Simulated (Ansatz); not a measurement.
**InCl (SMILES [Cl][In]) at BCCD(T)/STO-3G**

Aim: the vertical singlet–triplet gap of InCl at BCCD(T)/STO-3G, from 2 runs. 

The results are computed with Ansatz 0.2.0.

47 further runs of the same task are left out: 4 that didn't finish, 43 set aside as unsound or not needed.

## Step 1: Starting point

InCl: 2 atoms, total charge 0, spin state singlet. SMILES: `[Cl][In]`. The shape is that of a PBE0-D4/def2-TZVP optimisation.

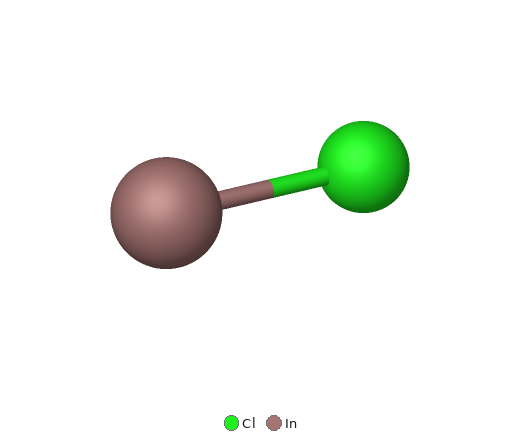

The structure, seen from a chosen angle (chlorine green, indium brown).

## Step 2: The energy at BCCD(T)/STO-3G

molecule.yaml

```yaml
crystal:
  periodic: [false, false, false]
  atoms:
    - {symbol: Cl, position_ang: [0.000000, -0.000000, -0.013930]}
    - {symbol: In, position_ang: [-0.000000, 0.000000, 2.399590]}
basis:
  gaussian:
    orbitals: STO-3G
scf:
  omitted_lower_state_checks: [cluster_reference, increment]
correlation:
  method: bccd_t
  frozen_orbitals: {Cl: 5, In: 18}
accuracy: high
total_charge: 0
```

Started as:

```sh
$ ansatz run molecule.yaml --threads 1 --pin off --max-ram 3480MiB --events-out events.jsonl --progress --plain --runs-dir runs
```

Output, shortened:

```text
Warning: RAYON_NUM_THREADS=1 ignored (pool sized by the plan → 1); use --threads N
Functional definition: HF
  name "HF"
[...]
635 factors; integrals over basis functions are off by at most 1.2e-8 eV
[...]
mean field -167010.39966393 eV, -6137.5189839346 hartree, gradient 1.3e-8 eV, S^2 0.000000; 0 other end points of the search recorded, 0 dependent functions left out
23 core orbitals not correlated: weight in the atoms' cores, before any rotation towards them, 1.000 or more for the frozen orbitals, at most 0.000 for the correlated occupied ones
reference -167010.39966393 eV, -6137.5189839346 hartree; 10, 10 occupied and 3, 3 virtual orbitals, 635 factors
second order -0.67568960 eV of doubles, -0.00000000 eV of singles
cycle   1  -0.87797071 eV  change   -2.0e-1 eV  update   6.8e-2
[...]
cycle  20  -1.03040613 eV  change   -1.6e-9 eV  update  5.6e-10
perturbative correction -0.02694537 eV, -0.0009902241 hartree
Total energy: -167011.45701543 eV, -6137.5578408856 hartree
Checks for a lower state left out: cluster_reference, increment
```

Wall time 0.38 s (1 thread of AMD EPYC 9R45 (Zen 5), shared host).

## Step 3: The triplet, same level

run.yaml

```yaml
crystal:
  periodic: [false, false, false]
  atoms:
    - symbol: Cl
      position_ang: [0.000000, -0.000000, -0.013930]
    - symbol: In
      position_ang: [-0.000000, 0.000000, 2.399590]
basis:
  gaussian:
    orbitals: STO-3G
total_charge: 0
magnetization:
  spin_polarized: true
  initial_magnetization: 2
correlation:
  method: bccd_t
  frozen_orbitals: {Cl: 5, In: 18}
accuracy: high
scf:
  omitted_lower_state_checks: [cluster_reference, increment]
```

Started as:

```sh
$ ansatz run run.yaml --threads 1 --pin off --max-ram 3480MiB --events-out events.jsonl --progress --plain --runs-dir runs
```

Output, shortened:

```text
Warning: RAYON_NUM_THREADS=1 ignored (pool sized by the plan → 1); use --threads N
[... 2 set-up lines as earlier in the session ...]
[...]
635 factors; integrals over basis functions are off by at most 1.2e-8 eV
[...]
mean field -167008.14783174 eV, -6137.4362306280 hartree, gradient 1.4e-8 eV, S^2 2.001684; 2 other end points of the search recorded, 0 dependent functions left out
23 core orbitals not correlated: weight in the atoms' cores, before any rotation towards them, 1.000 or more for the frozen orbitals, at most 0.000 for the correlated occupied ones
reference -167008.14783174 eV, -6137.4362306280 hartree; 11, 9 occupied and 2, 4 virtual orbitals, 635 factors
second order -0.24254092 eV of doubles, -0.00000000 eV of singles
cycle   1  -0.29661073 eV  change   -5.4e-2 eV  update   3.8e-2
[...]
cycle  22  -0.34775441 eV  change  -2.3e-10 eV  update   1.2e-9
perturbative correction -0.02002199 eV, -0.0007357945 hartree
Total energy: -167008.51560814 eV, -6137.4497461615 hartree
Checks for a lower state left out: cluster_reference, increment
```

Wall time 0.64 s (1 thread of AMD EPYC 9R45 (Zen 5), shared host); peak memory 0.13 GiB.

## Step 4: What came out

Level: BCCD(T)/STO-3G, 23 core orbitals frozen.

| quantity | value |
| --- | --- |
| singlet: total energy | -6137.55784 Eh |
| singlet: correlation energy (23 core orbitals frozen) | -38.9 mEh |
| singlet: (T) correction | -0.99 mEh |
| triplet: total energy | -6137.44975 Eh |
| triplet: correlation energy (23 core orbitals frozen) | -13.5 mEh |
| triplet: (T) correction | -0.74 mEh |
| triplet: ⟨S²⟩ of the reference determinant | 2.002 |
| vertical energy of the triplet above the singlet | 2.941 eV |

What this shows: At this shape the triplet lies 2.94 eV (68 kcal/mol) above the singlet. In a minimal basis such a difference can be off by several eV, whatever the method. The triples (singlet) make up 2.5 % of the correlation energy. Relativity is left out (singlet) although the molecule holds a heavy atom. The triples (triplet) make up 5.4 % of the correlation energy. Relativity is left out (triplet) although the molecule holds a heavy atom.
